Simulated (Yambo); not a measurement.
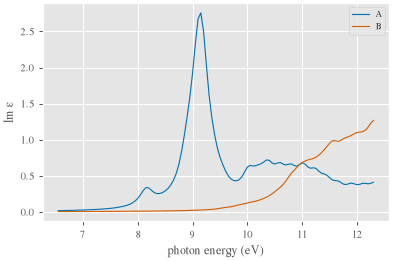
Two computed absorption spectra of SiO2 (space group R32, No. 155) (Yambo, PBEsol bands with the same scissor, field along x)

Axes are Cartesian, with cell vectors (Å) (3.98, 2.30, 2.62), (-3.98, 2.30, 2.62), (0.00, -4.59, 2.62).

Problem. Which curve includes the electron-hole attraction (BSE), and where are its main peaks?

Solution. Curve A: the attraction moves weight to lower energy (centre of the plotted range 9.9 eV against 11.4 eV). Its peaks lie at 9.2 eV. Settings: 6×6×6 mesh, 11 valence and 3 conduction bands, static screening with 76 bands and a 3 Ry block, scissor 3.01 eV, Tamm-Dancoff. The scissor comes from a G0W0 run whose convergence isn't established. Broadening 0.15 eV. The band window holds all transitions up to 12.3 eV. Fine structure above the onset can come from the mesh.

Geometry of the Materials Project entry, not relaxed at this level; primitive cell a = 5.284 Å, b = 5.284 Å, c = 5.284 Å, α = 97.60°, β = 97.60°, γ = 97.60°.

This is not the ordinary phase of the substance; no match was found in the copy of COD used, and its stability was not checked.
